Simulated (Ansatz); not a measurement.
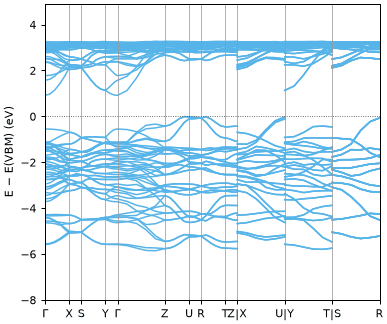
Figure. Band structure from DFT-r²SCAN in the program Ansatz with PAW potentials

The gap is 0.92 eV; an edge lies off the plotted path or next to a special point (maximum off the standard path, minimum at Γ).

Task: Which compound is it?
A. Hf3N4, Pnma (Pearson symbol oP28)
B. ZnCu2SnS4, Pmn2_1 (Pearson symbol oP16)
C. YMnO3, Pnma (Y on 4c, Mn on 4a, O on 4c, O on 8d)
D. LaS2, Pnma (La on 8d, S on 8d, S on 4c, S on 4c)

Result: D, LaS2, Pnma (La on 8d, S on 8d, S on 4c, S on 4c)

The first step of the workflow began from a Materials Project structure, measured or hypothetical; the Crystallography Open Database files this formula in space group No. 62, but the cells were not matched. Whether it is the stable phase at ambient conditions was not checked. Symmetry was held in the r²SCAN relaxation; whether a distortion lowers the energy is not shown. Scalar-relativistic: spin–orbit coupling is off unless named, which matters more the heavier the elements.

Potentials: the later of the program's two PAW sets.
